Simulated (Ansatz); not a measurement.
# Lattice dynamics of (GaP)3(MgS)1 [001] superlattice, started as zinc blende

Task: relax (GaP)3(MgS)1 [001] superlattice, started as zinc blende, then find its harmonic phonons.

Calculated with Ansatz 0.2.0; DFT PBEsol, scalar-relativistic, plane waves, PAW.

The structure was built from a prototype and need not be the compound's stable phase.

## Step 1: The structure

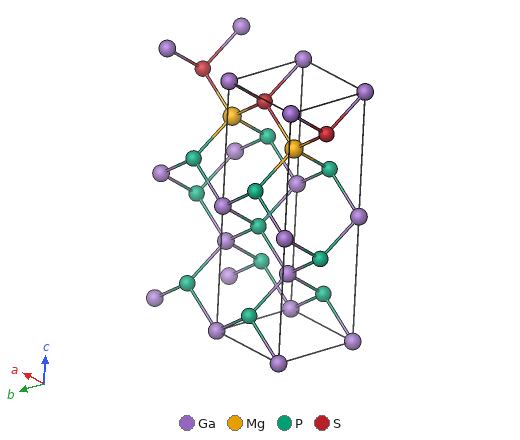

The cell as given, from a free direction (gallium purple, magnesium orange, phosphorus teal, sulfur red). 2×1×1 cells are drawn. Some periodic images of atoms are drawn too.

Coordinates:

```cif
data_structure
_symmetry_space_group_name_H-M 'P 1'
_symmetry_Int_Tables_number 1
_cell_length_a 3.8838
_cell_length_b 3.8838
_cell_length_c 10.9850
_cell_angle_alpha 90.000
_cell_angle_beta 90.000
_cell_angle_gamma 90.000
_cell_volume 165.70
loop_
_atom_site_label
_atom_site_type_symbol
_atom_site_fract_x
_atom_site_fract_y
_atom_site_fract_z
_atom_site_occupancy
Ga1 Ga 0.00000 0.00000 0.00000 1
Ga2 Ga 0.50000 0.50000 0.25000 1
Ga3 Ga 0.00000 0.00000 0.50000 1
Mg4 Mg 0.50000 0.50000 0.75000 1
P5 P 0.50000 0.00000 0.12500 1
P6 P 0.00000 0.50000 0.37500 1
P7 P 0.50000 0.00000 0.62500 1
S8 S 0.00000 0.50000 0.87500 1
```

## Step 2: Rough relaxation

The start is far from rest, so a relaxation with loose tolerances brings it close first.

File input.yaml:

```yaml
crystal:
  lattice:
    - [2.74625, 2.74625, 0.0]
    - [-2.74625, 2.74625, 0.0]
    - [0.0, 0.0, 10.985]
  atoms:
    - { symbol: Ga, position: [0.0, 0.0, 0.0] }
    - { symbol: Ga, position: [0.5, 0.5, 0.25] }
    - { symbol: Ga, position: [0.0, 0.0, 0.5] }
    - { symbol: Mg, position: [0.5, 0.5, 0.75] }
    - { symbol: P, position: [0.5, 1.0, 0.125] }
    - { symbol: P, position: [0.0, 0.5, 0.375] }
    - { symbol: P, position: [0.5, 1.0, 0.625] }
    - { symbol: S, position: [0.0, 0.5, 0.875] }
kpoints:
  mp_grid: { grid: [6, 6, 2] }
hamiltonian:
  xc: pbesol
scf:
  occupations: { method: gaussian, width: 0.1 }
output:
  forces: true
  stress: true
  eigenvalues: true
relax:
  adjacent_minimum: "off"
  f_tol: 0.05
  max_steps: 80
  cell: { stress_tol: 0.5 }
```

Command:

```bash
> ansatz run input.yaml --threads 8 --pin off --max-ram 14336MiB --backend cpu --events-out ev --progress --plain --runs-dir out
```

Numbers of over 12 decimals in the logs are rounded to 6 here.

The log of the run:

```text
The last accepted step is kept in <dir> (removed where the run ends without a failure and the disk answers)
Engine: ansatz 0.2.0, x86_64-unknown-linux-gnu
Pseudopotentials: kind: paw
Pseudopotential: Ga, paw, valence charge 13, recommended cutoff 420 eV (normal), Ga.paw.azcp
Pseudopotential: Mg, paw, valence charge 10, recommended cutoff 420 eV (normal), Mg.paw.azcp
[...]
- [2.732547, 2.732547, 0]
    - [-2.765175, 2.765175, 0]
    - [0, 0, 11.106137]
  atoms:
    - { symbol: Ga, position: [0, 0, 0.011279] }
    - { symbol: Ga, position: [0.5, 0.5, 0.252270] }
    - { symbol: Ga, position: [0, 0, 0.495153] }
    - { symbol: Mg, position: [0.5, 0.5, 0.742776] }
    - { symbol: P, position: [0.5, 1.0, 0.127861] }
    - { symbol: P, position: [0, 0.500000, 0.370145] }
    - { symbol: P, position: [0.5, 1.0, 0.611840] }
    - { symbol: S, position: [0, 0.500000, 0.888676] }
[key lines of the parts left out:]
SCF converged after 4 iterations
Free energy (F): -16250.869026 eV
Fermi energy:    6.916179 eV
P = ⅓ Tr σ = -0.0183 GPa (-0.183 kbar)
```

Run time: 27 s. Hardware: 8 threads of AMD EPYC 7R43, shared host; peak memory 0.75 GiB.

Relaxation path:

| step | energy less that of the first step (eV) | largest force component (eV/Å) | pressure (GPa) | volume (Å³) |
| --- | --- | --- | --- | --- |
| 1 | 0.0000 | 1.0932 | 0.58 | 165.70 |
| 2 | -0.1872 | 0.3870 | 0.32 | 166.59 |
| 3 | -0.2190 | 0.0547 | 0.10 | 167.55 |
| 4 | -0.2201 | 0.0177 | -0.02 | 167.84 |
| 5* | -0.2206 | 0.0177 | -0.02 | 167.84 |

Relaxation steps marked * repeat the geometry before them on a plane-wave basis chosen anew for their cell, so energy and pressure can jump there.

Forces are held to the 4 operations that the run works with; a distortion that breaks them can't arise in this run.

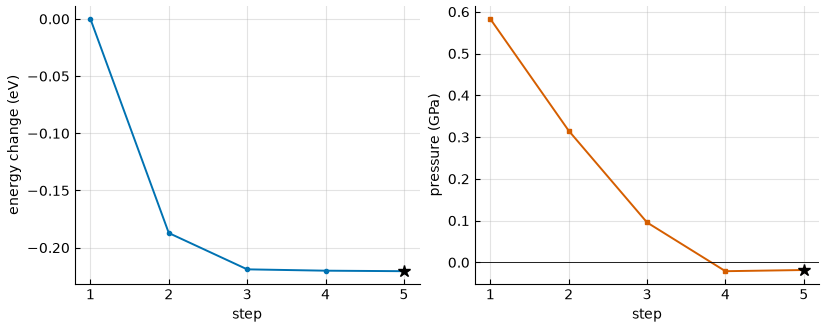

Energy and pressure along the relaxation. Stars mark steps on a basis chosen anew.

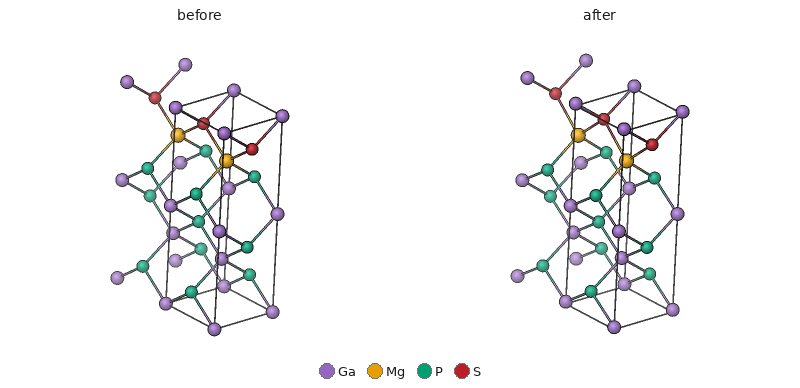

Before and after, at one scale.

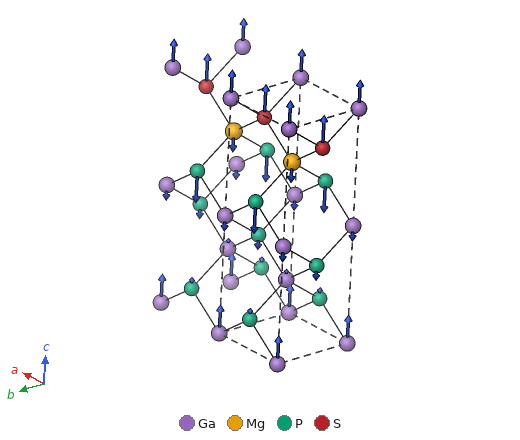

Displacements in the relaxation, exaggerated, measured against the changing cell; the longest in the cell stands for 0.15 Å. 2×1×1 cells are drawn. Some periodic images of atoms are drawn too.

```
conventional cell, symmetrised  before   after  change
                         a (Å)   3.884   3.864  -0.5 %
                         b (Å)   3.884   3.911  +0.7 %
                         c (Å)  10.985  11.106  +1.1 %
              volume (Å³/atom)   20.71   20.98  +1.3 %
```

The atoms that moved most (Å, as changes of fractional coordinates times the final cell):

| atom | dx | dy | dz | length |
| --- | --- | --- | --- | --- |
| S8 | 0.000 | 0.000 | 0.152 | 0.152 |
| P7 | 0.000 | 0.000 | -0.146 | 0.146 |
| Ga1 | 0.000 | 0.000 | 0.125 | 0.125 |
| Mg4 | 0.000 | 0.000 | -0.080 | 0.080 |
| P6 | 0.000 | 0.000 | -0.054 | 0.054 |
| Ga3 | 0.000 | 0.000 | -0.054 | 0.054 |
| P5 | 0.000 | 0.000 | 0.032 | 0.032 |
| Ga2 | 0.000 | 0.000 | 0.025 | 0.025 |

A gap read on the k-mesh alone can miss the band edges.

This step gave:

* pressure: -0.01832 GPa
* volume per atom: 20.98 Å³
* gap on the k-mesh: 0.3015 eV
* direct gap on mesh: 0.3015 eV

In this step the volume went from 20.71 to 20.98 Å³/atom.

## Step 3: Relaxation

Harmonic phonons are second derivatives at a point where the forces vanish, and they are wanted at zero stress, so atoms and cell are relaxed first.

File input.yaml:

```yaml
crystal:
  lattice:
    - [2.7325466317, 2.7325466317, 0.0]
    - [-2.7651754428, 2.7651754428, 0.0]
    - [0.0, 0.0, 11.106136577]
  atoms:
    - { symbol: Ga, position: [0.0, 0.0, 0.0112794038] }
    - { symbol: Ga, position: [0.5, 0.5, 0.2522698212] }
    - { symbol: Ga, position: [0.0, 0.0, 0.4951529346] }
    - { symbol: Mg, position: [0.5, 0.5, 0.7427756836] }
    - { symbol: P, position: [0.5, 1.0, 0.1278611773] }
    - { symbol: P, position: [0.0, 0.5, 0.3701448212] }
    - { symbol: P, position: [0.5, 1.0, 0.6118404374] }
    - { symbol: S, position: [0.0, 0.5, 0.8886757208] }
kpoints:
  mp_grid: { grid: [8, 8, 4] }
hamiltonian:
  xc: pbesol
scf:
  occupations: { method: gaussian, width: 0.02 }
output:
  forces: true
  stress: true
  eigenvalues: true
relax:
  adjacent_minimum: "off"
  f_tol: 0.005
  max_steps: 80
  cell: { stress_tol: 0.05 }
```

The log of the run:

```text
[...]
Crystal: 8 atoms, lattice volume = 167.835 Å³
Basis set: ecut = 420 eV, 3321 PW (Γ), exchange–correlation on 54×54×150 points (8 copies of the dense FFT grid, shifted against one another)
Bands: 43, of which v1, the nominal top of the filled ones, is band 35 counted from 1 (34 counted from 0)
Symmetry: 4 space group operations
[...]
k-points: 75 of 256 (time reversal used)
[...]
- [-2.762649, 2.762649, 0]
    - [0, 0, 11.121415]
  atoms:
    - { symbol: Ga, position: [0, 0, 0.011143] }
    - { symbol: Ga, position: [0.5, 0.5, 0.252198] }
    - { symbol: Ga, position: [0, 0, 0.495181] }
    - { symbol: Mg, position: [0.5, 0.5, 0.742720] }
    - { symbol: P, position: [0.500000, 1.000000, 0.127856] }
    - { symbol: P, position: [0, 0.500000, 0.370227] }
    - { symbol: P, position: [0.500000, 1.000000, 0.611938] }
    - { symbol: S, position: [0, 0.500000, 0.888736] }
[key lines of the parts left out:]
SCF converged after 6 iterations
Free energy (F): -16250.884715 eV
Fermi energy:    6.900386 eV
P = ⅓ Tr σ = 0.0006 GPa (0.006 kbar)
```

The job ended after 47 s (8 threads; peak memory 0.94 GiB; 5.8 min of CPU time).

The steps of the relaxation:

| step | energy less that of the first step (eV) | largest force component (eV/Å) | pressure (GPa) | volume (Å³) |
| --- | --- | --- | --- | --- |
| 1 | 0.0000 | 0.0226 | -0.02 | 167.84 |
| 2 | -0.0001 | 0.0103 | -0.01 | 167.79 |
| 3 | -0.0002 | 0.0032 | 0.00 | 167.77 |
| 4* | -0.0002 | 0.0032 | 0.00 | 167.77 |

Relaxation steps marked * repeat the geometry before them on a plane-wave basis chosen anew for their cell, so energy and pressure can jump there.

The run keeps the 4 symmetry operations that it works with, so distortions that break them were not tested.

```csv
"conventional cell, symmetrised",before,after,change
a (Å),3.864,3.861,-0.1 %
b (Å),3.911,3.907,-0.1 %
c (Å),11.106,11.121,+0.1 %
volume (Å³/atom),20.98,20.97,-0.0 %
```

Numbers from this step:

- pressure: 6.35e-4 GPa
- gap on the k-mesh: 0.2974 eV
- volume per atom: 20.97 Å³
- direct gap on mesh: 0.2974 eV

In this step the volume went from 20.98 to 20.97 Å³/atom.

## Step 4: Relaxing to small forces for the phonons

Phonons need a cell at rest on their own settings, so the relaxation is repeated with tight tolerances on forces and stress, using the mesh and the filling of the phonon run that follows.

File input.yaml:

```yaml
crystal:
  lattice:
    - [2.7302581355, 2.7302581355, 0.0]
    - [-2.7626494656, 2.7626494656, 0.0]
    - [0.0, 0.0, 11.1214147816]
  atoms:
    - { symbol: Ga, position: [0.0, 0.0, 0.0111432857] }
    - { symbol: Ga, position: [0.5, 0.5, 0.252197565] }
    - { symbol: Ga, position: [0.0, 0.0, 0.4951812103] }
    - { symbol: Mg, position: [0.5, 0.5, 0.7427195879] }
    - { symbol: P, position: [0.5, 1.0, 0.1278562775] }
    - { symbol: P, position: [0.0, 0.5, 0.370227318] }
    - { symbol: P, position: [0.5, 1.0, 0.6119384507] }
    - { symbol: S, position: [0.0, 0.5, 0.8887363048] }
kpoints:
  mp_grid: { grid: [8, 8, 4] }
hamiltonian:
  xc: pbesol
scf:
  occupations: { method: fixed }
output:
  forces: true
  stress: true
  eigenvalues: true
relax:
  adjacent_minimum: "off"
  f_tol: 0.001
  max_steps: 60
  cell: { stress_tol: 0.01 }
```

The log of the run:

```text
[...]
Crystal: 8 atoms, lattice volume = 167.772 Å³
Basis set: ecut = 420 eV, 3321 PW (Γ), exchange–correlation on 54×54×150 points (8 copies of the dense FFT grid, shifted against one another)
Bands: 43, of which v1, the nominal top of the filled ones, is band 35 counted from 1 (34 counted from 0)
Symmetry: 4 space group operations
[...]
k-points: 75 of 256 (time reversal used)
[...]
- [2.730363, 2.730363, 0]
    - [-2.762616, 2.762616, 0]
    - [0, 0, 11.121329]
  atoms:
    - { symbol: Ga, position: [0, 0, 0.011148] }
    - { symbol: Ga, position: [0.5, 0.5, 0.252192] }
    - { symbol: Ga, position: [0, 0, 0.495165] }
    - { symbol: Mg, position: [0.5, 0.5, 0.742697] }
    - { symbol: P, position: [0.5, 1.0, 0.127870] }
    - { symbol: P, position: [0, 0.5, 0.370229] }
    - { symbol: P, position: [0.5, 1.0, 0.611932] }
    - { symbol: S, position: [0, 0.5, 0.888766] }
[key lines of the parts left out:]
SCF converged after 6 iterations
Free energy (F): -16250.884716 eV
Fermi energy:    6.750527 eV
P = ⅓ Tr σ = -0.0003 GPa (-0.003 kbar)
```

Elapsed: 55 s, on 8 threads; peak memory 0.92 GiB; 6.9 min of CPU time.

Little changed from the start: no atom moved by 0.005 Å and no cell edge by 0.1 %.

Numbers from this step:

```
pressure           : -2.86e-4 GPa
gap on the k-mesh  : 0.2978 eV
direct gap on mesh : 0.2978 eV
```

The largest force component left is 0.12 meV/Å and the pressure is 0.000 GPa, within the tolerances set. The cell now holds 20.97 Å³/atom.

[end of part 1 of 2]

[Logs are printed without paths, hosts, clocks, repeated set-up lines and the standing remarks that a program may print on its own settings, such as how far it seeks lower states.]

[Hosts, paths, dates, database ids (printed as entryN), source tags and the programs' standing remarks are cut or masked in the printed files.]
